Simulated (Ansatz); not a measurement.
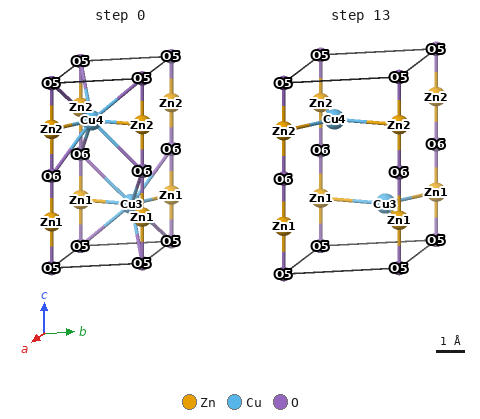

The structure of crystalline ZnCuO (a generated structure, set up in P6_3/mmc) (coarse preliminary run) before (left) and after (right) a relaxation, at one scale.

The picture is a ball-and-stick view of the cell of the calculation, seen slightly off an axis.

Computed with Ansatz, DFT PBE, scalar-relativistic, plane waves, PAW. Settings: plane-wave cutoff 420 eV; k-point mesh 6 × 6 × 4; occupations gaussian; smearing width 0.1 eV; collinear spin; cell and atoms relaxed; force threshold 0.04 eV/Å; at most 70 steps.

Question: Describe what moved and what it gained.

Answer: Over 10 accepted moves (13 points after the start) the energy falls by 1133 meV per atom. Pressure: 69.28 GPa at the start and 0.23 GPa at the end. The SCF was repeated 3 times at an unchanged geometry on a basis and grid sized afresh for the cell, which shifted the energy by 108 meV per atom at most. The atoms keep their places relative to the cell (all moves are under 0.005 Å). The drawn cell changes as follows: a = b 3.390 → 4.318 Å (+27.4 %), c 6.987 → 7.224 Å (+3.4 %); the volume changes by +67.7 %. Near-neighbour distances that change, for instance: Zn1–Cu3 1.957 → 2.493 Å, Cu3–O5 2.624 → 3.078 Å, Zn1–O5 1.747 → 1.806 Å. The space group stays P6_3/mmc (No. 194). The program noted that the starting moments weren't kept.
